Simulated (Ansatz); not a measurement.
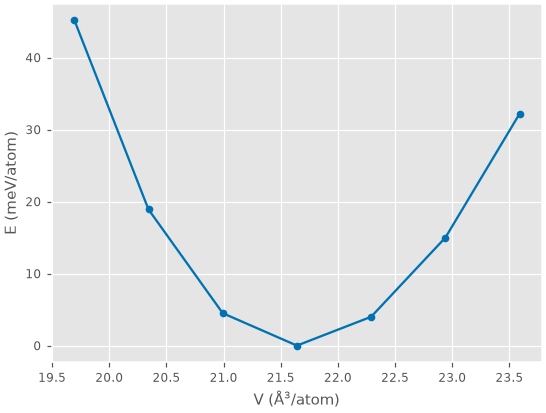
*BaO (rock salt, Fm-3m) under volume change, DFT-PBE in the program Ansatz with PAW potentials, scaled uniformly.*

### Question
What does a third-order Birch–Murnaghan fit give for V₀, B₀ and B′?

### Answer
V₀ = 21.64 Å³/atom, B₀ = 69.1 GPa, B′ = 4.6.

Symmetry was held in the PBE relaxation; phonons on a q-mesh show no instability. Scalar-relativistic: spin–orbit coupling is off unless named, which matters more the heavier the elements.

Potentials: the later of the program's two PAW sets.
